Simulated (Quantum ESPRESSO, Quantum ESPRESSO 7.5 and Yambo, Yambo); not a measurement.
# NH4Br (P-43m): G0W0 with Yambo, start to end

Wanted: ground state, empty states, screening and self-energy for NH4Br (P-43m).

Program: Quantum ESPRESSO 7.5 and Yambo 5.3.0. Level of theory: PBEsol and many-body steps on it, plane waves. Results are calculated unless marked as measured.

### 1. The structure

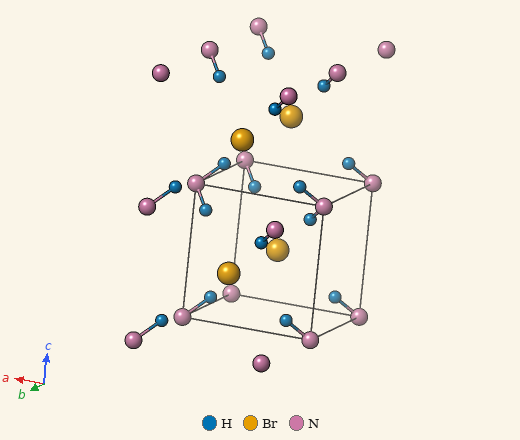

Start, viewed from a free direction; hydrogen blue, bromine orange, nitrogen pink. 1×2×2 cells are drawn. Bonds to atoms that aren't drawn are left out. Some periodic images of atoms are drawn too.

The cell and positions come from the Crystallography Open Database and are kept as given unless a step says otherwise.

### 2. Ground state

This step: Quantum ESPRESSO 7.5; DFT, PBEsol with spin-orbit coupling, plane waves, norm-conserving pseudopotentials.

The ground-state density comes first.

The input, pw.in:

```
&control
  calculation = 'scf'
  prefix = 'x'
  outdir = 'o'
  pseudo_dir = 'pseudo'
/
&system
  ibrav = 0
  nat = 6
  ntyp = 3
  ecutwfc = 72.0
  nbnd = 30
  force_symmorphic = .true.
  noncolin = .true.
  lspinorb = .true.
/
&electrons
  conv_thr = 1e-10
  electron_maxstep = 80
  mixing_beta = 0.5
/
ATOMIC_SPECIES
  H 1.008 H.upf
  Br 79.904 Br.upf
  N 14.007 N.upf
CELL_PARAMETERS angstrom
  4.0000000000 0.0000000000 0.0000000000
  0.0000000000 4.0000000000 0.0000000000
  0.0000000000 0.0000000000 4.0000000000
ATOMIC_POSITIONS crystal
  H 0.1480000000 0.1480000000 0.1480000000
  H 0.1480000000 0.8520000000 0.8520000000
  H 0.8520000000 0.8520000000 0.1480000000
  H 0.8520000000 0.1480000000 0.8520000000
  Br 0.5000000000 0.5000000000 0.5000000000
  N 0.0000000000 0.0000000000 0.0000000000
K_POINTS automatic
  6 6 6 0 0 0
```

Run with:

```
$ OMP_NUM_THREADS=1 mpirun -n 4 pw.x -nk 4 -in pw.in > pw.out
```

Output:

```text
Program PWSCF v.7.5 starts

     This program is part of the open-source Quantum ESPRESSO suite
     for quantum simulation of materials; please cite
         "P. Giannozzi et al., J. Phys.:Condens. Matter 21 395502 (2009);
         "P. Giannozzi et al., J. Phys.:Condens. Matter 29 465901 (2017);
         "P. Giannozzi et al., J. Chem. Phys. 152 154105 (2020);
     in publications or presentations arising from this work. More details at
     Message from routine setup:
     using ibrav=0 with symmetry is DISCOURAGED, use correct ibrav instead

     G-vector sticks info

     bravais-lattice index     =            0
     lattice parameter (alat)  =       7.5589  a.u.
     unit-cell volume          =     431.8934 (a.u.)^3
     number of atoms/cell      =            6
     number of atomic types    =            3
     number of electrons       =        16.00
     number of Kohn-Sham states=           30
     kinetic-energy cutoff     =      72.0000  Ry
     charge density cutoff     =     288.0000  Ry
     scf convergence threshold =      1.0E-10
     mixing beta               =       0.5000
     number of iterations used =            8  plain     mixing
     Exchange-correlation= PBESOL
                           (   1   4  10   8   0   0   0)
     Non magnetic calculation with spin-orbit

     celldm(1)=   7.558904  celldm(2)=   0.000000  celldm(3)=   0.000000
     celldm(4)=   0.000000  celldm(5)=   0.000000  celldm(6)=   0.000000

     crystal axes: (cart. coord. in units of alat)
               a(1) = (   1.000000   0.000000   0.000000 )
               a(2) = (   0.000000   1.000000   0.000000 )
               a(3) = (   0.000000   0.000000   1.000000 )

     reciprocal axes: (cart. coord. in units 2 pi/alat)
               b(1) = (  1.000000  0.000000  0.000000 )
               b(2) = (  0.000000  1.000000  0.000000 )
               b(3) = (  0.000000  0.000000  1.000000 )
     Pseudo is Norm-conserving, Zval =  1.0
     Generated using ONCVPSP code by D. R. Hamann
     Using radial grid of 1180 points,  4 beta functions with:
     Pseudo is Norm-conserving + core correction, Zval =  7.0
     Generated using ONCVPSP code by D. R. Hamann
     Using radial grid of 1110 points, 10 beta functions with:
     Pseudo is Norm-conserving + core correction, Zval =  5.0
     Generated using ONCVPSP code by D. R. Hamann
     Using radial grid of 1070 points,  6 beta functions with:
     H                 1.00     1.00800     H ( 1.00)
     Br                7.00    79.90400     Br( 1.00)
     N                 5.00    14.00700     N ( 1.00)

     24 Sym. Ops. (no inversion) found

   Cartesian axes

     site n.     atom                  positions (alat units)
         1        H      tau(   1) = (   0.1480000   0.1480000   0.1480000  )
         2        H      tau(   2) = (   0.1480000   0.8520000   0.8520000  )
         3        H      tau(   3) = (   0.8520000   0.8520000   0.1480000  )
         4        H      tau(   4) = (   0.8520000   0.1480000   0.8520000  )
         5        Br     tau(   5) = (   0.5000000   0.5000000   0.5000000  )
         6        N      tau(   6) = (   0.0000000   0.0000000   0.0000000  )

     number of k points=    20
                       cart. coord. in units 2pi/alat
        k(    1) = (   0.0000000   0.0000000   0.0000000), wk =   0.0046296
        k(    2) = (   0.0000000   0.0000000   0.1666667), wk =   0.0277778
        k(    3) = (   0.0000000   0.0000000   0.3333333), wk =   0.0277778
        k(    4) = (   0.0000000   0.0000000  -0.5000000), wk =   0.0138889
        k(    5) = (   0.0000000   0.1666667   0.1666667), wk =   0.0555556
        k(    6) = (   0.0000000   0.1666667   0.3333333), wk =   0.1111111
        k(    7) = (   0.0000000   0.1666667  -0.5000000), wk =   0.0555556
        k(    8) = (   0.0000000   0.3333333   0.3333333), wk =   0.0555556
        k(    9) = (   0.0000000   0.3333333  -0.5000000), wk =   0.0555556
        k(   10) = (   0.0000000  -0.5000000  -0.5000000), wk =   0.0138889
     [... 8 further rows ...]
        k(   19) = (   0.3333333  -0.5000000  -0.5000000), wk =   0.0277778
        k(   20) = (  -0.5000000  -0.5000000  -0.5000000), wk =   0.0046296

     Dense  grid:    35585 G-vectors     FFT dimensions: (  45,  45,  45)

     Initial potential from superposition of free atoms

     starting charge      15.9999, renormalised to      16.0000
     Starting wfcs are   24 randomized atomic wfcs +    6 random wfcs

     per-process dynamical memory:    68.8 Mb

     Self-consistent Calculation

     iteration #  1     ecut=    72.00 Ry     beta= 0.50

     total energy              =     -56.87318472 Ry
     estimated scf accuracy    <       0.42301696 Ry

     iteration #  2     ecut=    72.00 Ry     beta= 0.50

     total energy              =     -56.95899682 Ry
     estimated scf accuracy    <       0.04178479 Ry

     iteration #  3     ecut=    72.00 Ry     beta= 0.50

     total energy              =     -56.96363111 Ry
     estimated scf accuracy    <       0.00684963 Ry

     iteration #  4     ecut=    72.00 Ry     beta= 0.50

     total energy              =     -56.96398725 Ry
     estimated scf accuracy    <       0.00032938 Ry

     iteration #  5     ecut=    72.00 Ry     beta= 0.50

     total energy              =     -56.96401232 Ry
     estimated scf accuracy    <       0.00001886 Ry

     iteration #  6     ecut=    72.00 Ry     beta= 0.50

     total energy              =     -56.96401568 Ry
     estimated scf accuracy    <       0.00000460 Ry

     iteration #  7     ecut=    72.00 Ry     beta= 0.50

     total energy              =     -56.96401661 Ry
     estimated scf accuracy    <       0.00000002 Ry

     iteration #  8     ecut=    72.00 Ry     beta= 0.50

     total energy              =     -56.96401662 Ry
     estimated scf accuracy    <          4.7E-09 Ry

     iteration #  9     ecut=    72.00 Ry     beta= 0.50

     End of self-consistent calculation

          k = 0.0000 0.0000 0.0000 (  4457 PWs)   bands (ev):

   -17.2438 -17.2438 -11.6079 -11.6079  -6.5046  -6.5046  -6.4887  -6.4887
    -6.4887  -6.4887   0.6583   0.6583   1.1551   1.1551   1.1551   1.1551
     5.1786   5.1786   7.8779   7.8779   7.8779   7.8779  10.8718  10.8718
    10.8988  10.8988  10.8988  10.8988  15.5668  15.5673

          k = 0.0000 0.0000 0.1667 (  4461 PWs)   bands (ev):

   -17.2230 -17.2230 -11.6196 -11.6196  -6.5170  -6.5170  -6.4774  -6.4774
    -6.4688  -6.4688   0.3130   0.3130   0.8903   0.8903   1.1242   1.1242
     5.8412   5.8412   8.1318   8.1318   8.5109   8.5109  10.7496  10.7496
    10.7693  10.7693  10.9870  10.9870  14.2279  14.2280

          k = 0.0000 0.0000 0.3333 (  4492 PWs)   bands (ev):

   -17.1807 -17.1807 -11.6462 -11.6462  -6.5457  -6.5457  -6.4364  -6.4364
    -6.4284  -6.4284  -0.4928  -0.4928   0.7613   0.7613   1.0597   1.0597
     7.0876   7.0876   8.8886   8.8886   9.4501   9.4501  10.6029  10.6029
    10.6278  10.6278  11.4201  11.4201  11.9829  11.9829

          k = 0.0000 0.0000-0.5000 (  4436 PWs)   bands (ev):

     [... further k-points ...]

     highest occupied, lowest unoccupied level (ev):     1.1551    5.1786

!    total energy              =     -56.96401662 Ry
     estimated scf accuracy    <          1.4E-11 Ry

     The total energy is the sum of the following terms:
     one-electron contribution =     -15.67142460 Ry
     hartree contribution      =      13.20738582 Ry
     xc contribution           =     -19.16431389 Ry
     ewald contribution        =     -35.33566395 Ry

     convergence has been achieved in   9 iterations

     XML data file, charge density, pseudopotentials, collected wavefunctions

=------------------------------------------------------------------------------=
   JOB DONE.
=------------------------------------------------------------------------------=
```

It took 19 s on 4 MPI ranks of Arm Neoverse V2, shared host; peak memory 0.52 GiB.

This step gave:

| Quantity | Value |
| --- | --- |
| total energy | -775.0349 eV |
| gap | 4.024 eV |
| k of the valence top | 0, 0, 0 |
| k of the conduction bottom | 0, 0, 0 |
| least direct gap | 4.024 eV |

The gap is direct, at Γ.

### 3. Bands along the symmetry lines

Levels along a band path, at the cheap level, show where the edges lie and whether the meshes to come will hold them.

The input, pw.in:

```
&control
  calculation = 'bands'
  prefix = 'x'
  outdir = 'o'
  pseudo_dir = 'pseudo'
/
&system
  ibrav = 0
  nat = 6
  ntyp = 3
  ecutwfc = 72.0
  nbnd = 28
  force_symmorphic = .true.
  noncolin = .true.
  lspinorb = .true.
/
&electrons
  conv_thr = 1e-9
  electron_maxstep = 80
  diago_full_acc = .true.
  diago_thr_init = 5e-6
/
ATOMIC_SPECIES
  H 1.008 H.upf
  Br 79.904 Br.upf
  N 14.007 N.upf
CELL_PARAMETERS angstrom
  4.0000000000 0.0000000000 0.0000000000
  0.0000000000 4.0000000000 0.0000000000
  0.0000000000 0.0000000000 4.0000000000
ATOMIC_POSITIONS crystal
  H 0.1480000000 0.1480000000 0.1480000000
  H 0.1480000000 0.8520000000 0.8520000000
  H 0.8520000000 0.8520000000 0.1480000000
  H 0.8520000000 0.1480000000 0.8520000000
  Br 0.5000000000 0.5000000000 0.5000000000
  N 0.0000000000 0.0000000000 0.0000000000
K_POINTS crystal
  50
  0.00000000 0.00000000 0.00000000 1
  0.00000000 0.06250000 0.00000000 1
  0.00000000 0.12500000 0.00000000 1
  0.00000000 0.18750000 0.00000000 1
  0.00000000 0.25000000 0.00000000 1
  0.00000000 0.31250000 0.00000000 1
  0.00000000 0.37500000 0.00000000 1
  0.00000000 0.43750000 0.00000000 1
  0.00000000 0.50000000 0.00000000 1
  0.06250000 0.50000000 0.00000000 1
  0.12500000 0.50000000 0.00000000 1
  0.18750000 0.50000000 0.00000000 1
  0.25000000 0.50000000 0.00000000 1
  0.31250000 0.50000000 0.00000000 1
  0.37500000 0.50000000 0.00000000 1
  0.43750000 0.50000000 0.00000000 1
  0.50000000 0.50000000 0.00000000 1
  0.43750000 0.43750000 0.00000000 1
  0.37500000 0.37500000 0.00000000 1
  0.31250000 0.31250000 0.00000000 1
  0.25000000 0.25000000 0.00000000 1
  0.18750000 0.18750000 0.00000000 1
  0.12500000 0.12500000 0.00000000 1
  0.06250000 0.06250000 0.00000000 1
  0.00000000 0.00000000 0.00000000 1
  0.06250000 0.06250000 0.06250000 1
  0.12500000 0.12500000 0.12500000 1
  0.18750000 0.18750000 0.18750000 1
  0.25000000 0.25000000 0.25000000 1
  0.31250000 0.31250000 0.31250000 1
  0.37500000 0.37500000 0.37500000 1
  0.43750000 0.43750000 0.43750000 1
  0.50000000 0.50000000 0.50000000 1
  0.43750000 0.50000000 0.43750000 1
  0.37500000 0.50000000 0.37500000 1
  0.31250000 0.50000000 0.31250000 1
  0.25000000 0.50000000 0.25000000 1
  0.18750000 0.50000000 0.18750000 1
  0.12500000 0.50000000 0.12500000 1
  0.06250000 0.50000000 0.06250000 1
  0.00000000 0.50000000 0.00000000 1
  0.50000000 0.50000000 0.50000000 1
  0.50000000 0.50000000 0.43750000 1
  0.50000000 0.50000000 0.37500000 1
  0.50000000 0.50000000 0.31250000 1
  0.50000000 0.50000000 0.25000000 1
  0.50000000 0.50000000 0.18750000 1
  0.50000000 0.50000000 0.12500000 1
  0.50000000 0.50000000 0.06250000 1
  0.50000000 0.50000000 0.00000000 1
```

Output:

```text
[banner, memory and clock lines left out]
Program PWSCF v.7.5 starts

     Atomic positions and unit cell read from directory:
     o/x.save/

     Message from routine setup:
     using ibrav=0 with symmetry is DISCOURAGED, use correct ibrav instead

     G-vector sticks info

     bravais-lattice index     =            0
     lattice parameter (alat)  =       7.5589  a.u.
     unit-cell volume          =     431.8934 (a.u.)^3
     number of atoms/cell      =            6
     number of atomic types    =            3
     number of electrons       =        16.00
     number of Kohn-Sham states=           28
     kinetic-energy cutoff     =      72.0000  Ry
     charge density cutoff     =     288.0000  Ry
     Exchange-correlation= PBESOL
                           (   1   4  10   8   0   0   0)
     Non magnetic calculation with spin-orbit

     celldm(1)=   7.558904  celldm(2)=   0.000000  celldm(3)=   0.000000
     celldm(4)=   0.000000  celldm(5)=   0.000000  celldm(6)=   0.000000

     crystal axes: (cart. coord. in units of alat)
               a(1) = (   1.000000   0.000000   0.000000 )
               a(2) = (   0.000000   1.000000   0.000000 )
               a(3) = (   0.000000   0.000000   1.000000 )

     reciprocal axes: (cart. coord. in units 2 pi/alat)
               b(1) = (  1.000000  0.000000  0.000000 )
               b(2) = (  0.000000  1.000000  0.000000 )
               b(3) = (  0.000000  0.000000  1.000000 )
     Pseudo is Norm-conserving, Zval =  1.0
     Generated using ONCVPSP code by D. R. Hamann
     Using radial grid of 1180 points,  4 beta functions with:
     Pseudo is Norm-conserving + core correction, Zval =  7.0
     Generated using ONCVPSP code by D. R. Hamann
     Using radial grid of 1110 points, 10 beta functions with:
     Pseudo is Norm-conserving + core correction, Zval =  5.0
     Generated using ONCVPSP code by D. R. Hamann
     Using radial grid of 1070 points,  6 beta functions with:
     H                 1.00     1.00800     H ( 1.00)
     Br                7.00    79.90400     Br( 1.00)
     N                 5.00    14.00700     N ( 1.00)

     24 Sym. Ops. (no inversion) found

   Cartesian axes

     site n.     atom                  positions (alat units)
         1        H      tau(   1) = (   0.1480000   0.1480000   0.1480000  )
         2        H      tau(   2) = (   0.1480000   0.8520000   0.8520000  )
         3        H      tau(   3) = (   0.8520000   0.8520000   0.1480000  )
         4        H      tau(   4) = (   0.8520000   0.1480000   0.8520000  )
         5        Br     tau(   5) = (   0.5000000   0.5000000   0.5000000  )
         6        N      tau(   6) = (   0.0000000   0.0000000   0.0000000  )

     number of k points=    50
                       cart. coord. in units 2pi/alat
        k(    1) = (   0.0000000   0.0000000   0.0000000), wk =   0.0200000
        k(    2) = (   0.0000000   0.0625000   0.0000000), wk =   0.0200000
        k(    3) = (   0.0000000   0.1250000   0.0000000), wk =   0.0200000
[...]
[... 38 further rows ...]
        k(   49) = (   0.5000000   0.5000000   0.0625000), wk =   0.0200000
        k(   50) = (   0.5000000   0.5000000   0.0000000), wk =   0.0200000

     Dense  grid:    35585 G-vectors     FFT dimensions: (  45,  45,  45)

     The potential is recalculated from file :
     o/x.save/charge-density

     Starting wfcs are   24 randomized atomic wfcs +    4 random wfcs

     Band Structure Calculation

     End of band structure calculation

          k = 0.0000 0.0000 0.0000 (  4457 PWs)   bands (ev):

   -17.2438 -17.2438 -11.6080 -11.6080  -6.5046  -6.5046  -6.4887  -6.4887
    -6.4887  -6.4887   0.6583   0.6583   1.1551   1.1551   1.1551   1.1551
     5.1787   5.1787   7.8779   7.8779   7.8779   7.8780  10.8718  10.8718
    10.8988  10.8988  10.8988  10.8988

          k = 0.0000 0.0625 0.0000 (  4441 PWs)   bands (ev):

[...]
10.8764  10.8764  10.9073  10.9073

          k = 0.0000 0.1250 0.0000 (  4465 PWs)   bands (ev):

[...]
10.8179  10.8179  10.9459  10.9459

[...]
k = 0.5000 0.5000 0.0625 (  4468 PWs)   bands (ev):

[...]
11.7254  11.7254  11.8591  11.8591

          k = 0.5000 0.5000 0.0000 (  4468 PWs)   bands (ev):

[...]
-6.3179  -6.3179  -0.1629  -0.1629   0.1370   0.1370   1.1126   1.1126
     6.6433   6.6434   7.5535   7.5535   9.1208   9.1208   9.1219   9.1219
    11.7369  11.7369  11.8682  11.8682

     XML data file, pseudopotentials, collected wavefunctions
```

The job ended after 15 s (4 MPI ranks; peak memory 0.34 GiB; 61 s of CPU time).

Numbers from this step:

```
gap                        : 4.024 eV
k of the valence top       : 0, 0, 0
k of the conduction bottom : 0, 0, 0
least direct gap           : 4.024 eV
```

The gap is 4.024 eV, as in the run before at this level.

The electronic bands at the labelled points (eV, zero at the top of the highest filled band; v1 is the highest filled band, c1 the lowest empty one):

```tsv
point	v4	v3	v2	v1	c1	c2	c3	c4
Γ	0.00	0.00	0.00	0.00	4.02	4.02	6.72	6.72
X	-0.43	-0.43	-0.13	-0.13	6.84	6.84	8.05	8.05
M	-1.02	-1.02	-0.04	-0.04	5.49	5.49	6.40	6.40
Γ	0.00	0.00	0.00	0.00	4.02	4.02	6.72	6.72
R	-1.42	-1.42	-1.42	-1.42	7.67	7.67	7.68	7.68
X	-0.43	-0.43	-0.13	-0.13	6.84	6.84	8.05	8.05
jump to R	-1.42	-1.42	-1.42	-1.42	7.67	7.67	7.68	7.68
M	-1.02	-1.02	-0.04	-0.04	5.49	5.49	6.40	6.40
```

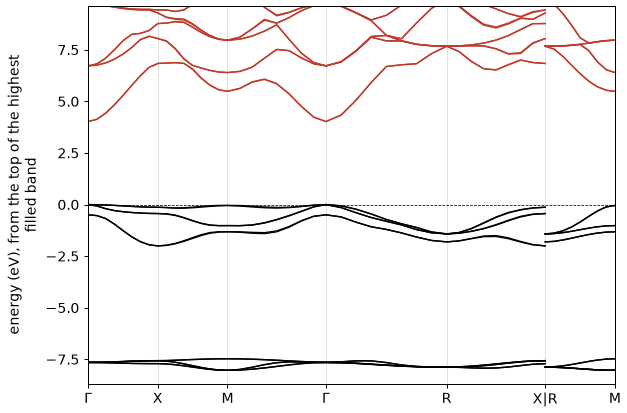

Electronic bands along the path; lines of filled and empty bands in two colours.

[end of part 1 of 3]

[Paths, hosts, dates, memory and timing lines, banners, echoed tables and standing remarks are left out of the program output.]

[Logs are printed without paths, hosts, clocks, repeated set-up lines and the standing remarks that a program may print on its own settings, such as how far it seeks lower states.]

[Runs of the session that timed out or met a known fault of the program may be left out.]

[Hosts, paths, dates, database ids (printed as entryN), source tags and the programs' standing remarks are cut or masked in the printed files.]
